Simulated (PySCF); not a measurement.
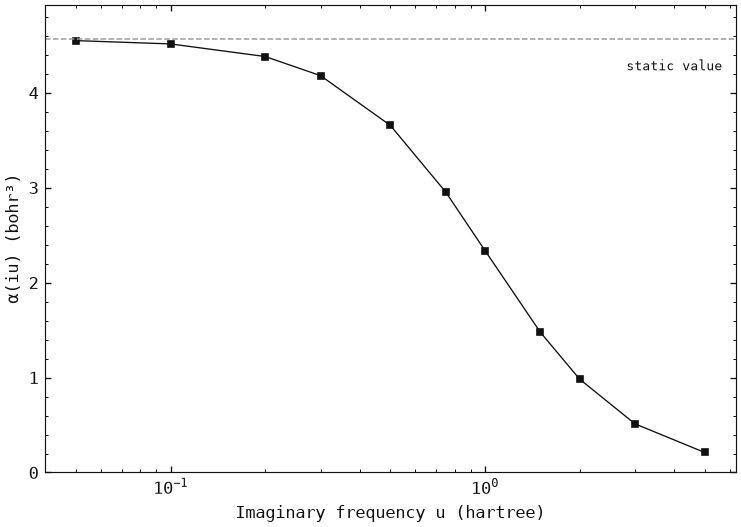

Fig. 1: Dipole polarisability at imaginary frequency of Ar²⁺ ([Ne] 3s² 3p⁴). Coupled response at the HF level; PySCF, ANO-RCC-VTZP, spin-free X2C-1e, unrestricted single determinants, no spin-orbit coupling. The static dipole polarisability is 4.56 bohr³; α(iu) falls to half of it near u = 1.0 hartree. The Casimir–Polder integral gives C₆ = 16.0 hartree bohr⁶ for two such species.

**Atomic calculation for Ar²⁺**

- system: Ar²⁺, configuration 1s2 2s2 2p6 3s2 3p4, multiplicity 3.
- method: unrestricted HF, ANO-RCC-VTZP, spin-free X2C-1e, Gaussian nucleus (PySCF)

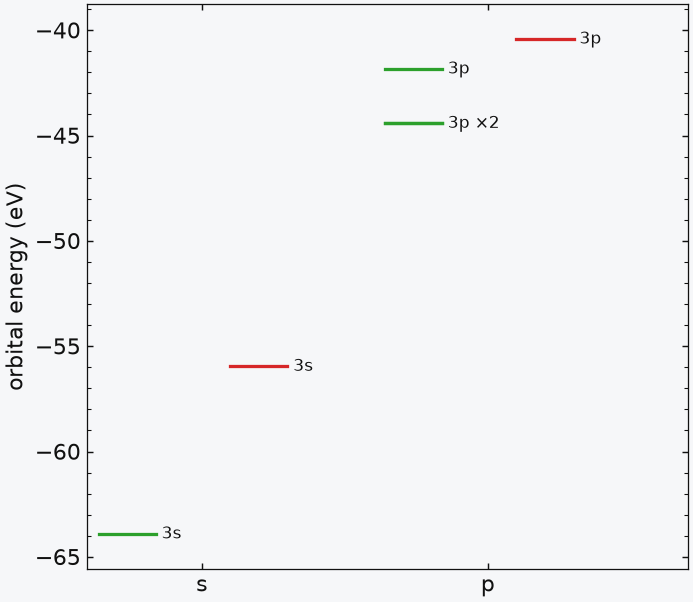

Fig. 2: Orbital energies of the mean field, from the top down to −63.9 eV, by angular momentum, α spin at the left of each column and β at the right; ×n counts the orbitals under one label. The highest filled orbital is 3p β at −40.4 eV, the lowest empty one p β at −25.2 eV.

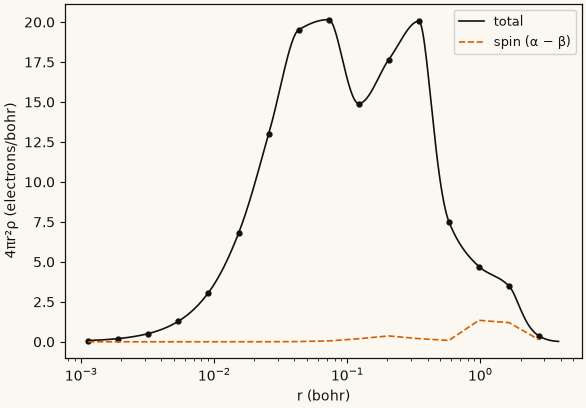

Fig. 3: Spherically averaged radial density 4πr²ρ of the mean field and its spin part; markers are the stored points, which are sparse, and the line is a monotone interpolation between them. The largest stored value is 20.2 electrons/bohr at r = 0.072 bohr. Root-mean-square radii of the shells: 1s 0.0991, 2p 0.416, 2s 0.446, 3s 1.43, 3p 1.59 bohr.

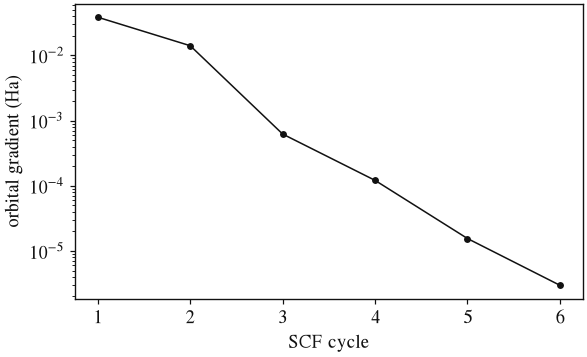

Fig. 4: Convergence: orbital gradient against the SCF cycle. The residual falls at every step. It goes from 0.039 to 3.0×10⁻⁶ in 6 steps.

Input and output of the run follow.

### Input file
```python
from pyscf import gto, scf, dft, mp, cc
import basis_set_exchange as bse
mol = gto.M(atom="Ar 0 0 0", charge=2, spin=2, symmetry="D2h",
            basis=gto.basis.parse(bse.get_basis("ANO-RCC-VTZP", elements=["Ar"], fmt="nwchem")),
            nucmod="G")
mf = scf.UHF(mol).sfx2c1e()
mf.irrep_nelec = {'Ag': (3, 3), 'B1u': (2, 1), 'B2u': (2, 2), 'B3u': (2, 1)}
mf.kernel()
```

The script is an equivalent of what the driver set up; the driver started from orbitals of its own, so the log can be shorter than this script's would be, and it computed the properties (radii, ⟨L²⟩, response) afterwards. It held the occupations shell by shell, which the script's counts by irreducible representation don't always enforce.

### The program's output (extracts)
```
damping factor = 0
level_shift factor = 0
DIIS = <class 'pyscf.scf.diis.CDIIS'>
diis_start_cycle = 1
diis_space = 10
diis_damp = 0
SCF conv_tol = 1e-09
SCF conv_tol_grad = None
number electrons alpha = 9  beta = 7
cycle= 1 E= -527.120651580493  delta_E= -0.00702  |g|= 0.0386  |ddm|= 0.0664
cycle= 2 E= -527.121496761505  delta_E= -0.000845  |g|= 0.0141  |ddm|= 0.0234
cycle= 3 E= -527.121630828638  delta_E= -0.000134  |g|= 0.000622  |ddm|= 0.0136
cycle= 4 E= -527.121631117028  delta_E= -2.88e-07  |g|= 0.000121  |ddm|= 0.000616
cycle= 5 E= -527.121631127802  delta_E= -1.08e-08  |g|= 1.55e-05  |ddm|= 0.000129
cycle= 6 E= -527.12163112794  delta_E= -1.38e-10  |g|= 2.97e-06  |ddm|= 1.28e-05
converged SCF energy = -527.12163112794  <S^2> = 2.0095094  2S+1 = 3.0063329
```

### Key numbers

| quantity | value |
| --- | --- |
| outcome | converged |
| total energy | −527.121631 hartree |
| ⟨S²⟩ | 2.010 |
| ⟨L²⟩ | 2.03 |
| static polarisability | 4.56 bohr³ |
| C₆ of the like pair | 16.0 hartree bohr⁶ |
| SCF iterations | 6 |
| hardware | 1 CPU thread, shared host |
| CPU time | 0.52 s (integrals apart) |

### Notes

To bear in mind: basis without added diffuse functions.
